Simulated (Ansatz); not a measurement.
The starting structures come from a database of crystals and need not be the phases stable at ambient conditions.

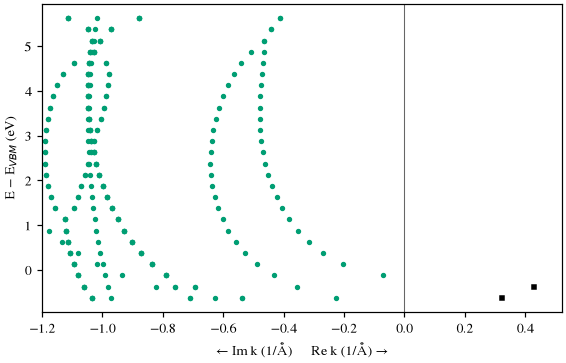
Figure. Complex bands at the centre of the two-dimensional zone; Ansatz (a program for electronic structure) with r2SCAN

The gap is the functional's own. No spin-orbit coupling. Mid-gap values are interpolated on the energy grid.

This is Tl2SiF6 (Fm-3m, not sure to be the ambient phase, 9 atoms a cell, 18.5 Å³ an atom, -3 GPa at this level) along the normal of (111). Read off the slowest decay at the centre of the two-dimensional zone at 2.88 eV, the computed energy nearest the middle of the gap.

κ ≈ 0.47 1/Å, a decay length 1/(2κ) of the density of 1.1 Å.
